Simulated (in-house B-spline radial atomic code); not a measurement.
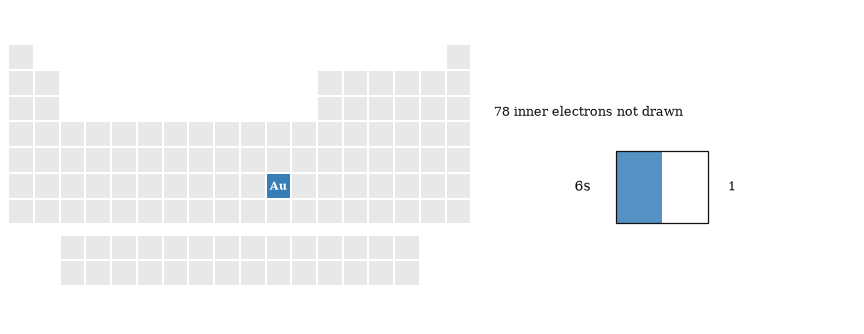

Left, the place of gold in the periodic table; right, the outer shells as the input fills them: a box for each of the 2l + 1 orbitals, shaded by the share of the shell that is filled, with the electron count at the right.

# Run report: Au, RPA and GW calculation

Au, configuration [Xe] 4f14 5d10 6s1. Computed at this level: RPA, second-order and SOSEX correlation energies and G0W0 (contour deformation) on a scalar-relativistic (spin-free one-electron X2C) mean field, all electrons, B-spline basis (in-house B-spline radial atomic code).

**Input**
```
Z = 79
electrons = 79.0
configuration = [Xe] 4f14 5d10 6s1
hamiltonian = x2c
method = scan,scan
lmax = 9
rms_radius = 5.4371
spin_polarised = True
box_radius = 40.0
intervals = 72
ion_configuration = [Xe] 4f14 5d10
```

The run was one of a batch that the task file lists, launched with:
```bash
python <driver script> task.json out
```

The program writes its results to a structured record and prints no log; tables and figures of this report are taken from that record.

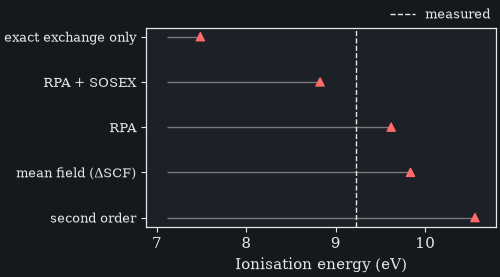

The ionisation energy of Au ([Xe] 4f¹⁴ 5d¹⁰ 6s → [Xe] 4f¹⁴ 5d¹⁰) across levels of theory. All-electron spherical atom, scalar X2C, SCAN start, no spin-orbit coupling, Breit or QED terms; computed with a B-spline radial code. Differences of total energies, each species on its own start, beside the G₀W₀ level. The values run from 7.48 eV (exact exchange only) to 10.56 eV (second order). The measured value is 9.23 eV; nearest to it come RPA (+0.39) and RPA + SOSEX (−0.40), furthest exact exchange only (−1.74 eV).

```tsv
Method	Ionisation energy (eV)
mean field (ΔSCF)	9.83
exact exchange only	7.48
second order	10.56
RPA	9.62
RPA + SOSEX	8.82
```

**Key numbers**

- outcome: converged
- mean-field total energy: −19015.66558 hartree
- total energy with exact exchange alone: −19008.92803 hartree
- exact exchange energy: −364.03045 hartree
- RPA correlation, extrapolated in the angular momentum of the empty orbitals: −7.07172 hartree
- RPA correlation, as summed: −6.88792 hartree
- direct second-order term: −8.22304 hartree
- second-order exchange term: 2.03869 hartree
- SOSEX term: 1.88667 hartree
- hardware: 1 CPU thread, shared host
- wall time: 22 s

**Remarks**

To bear in mind: spin-orbit coupling, Breit and QED terms are absent.
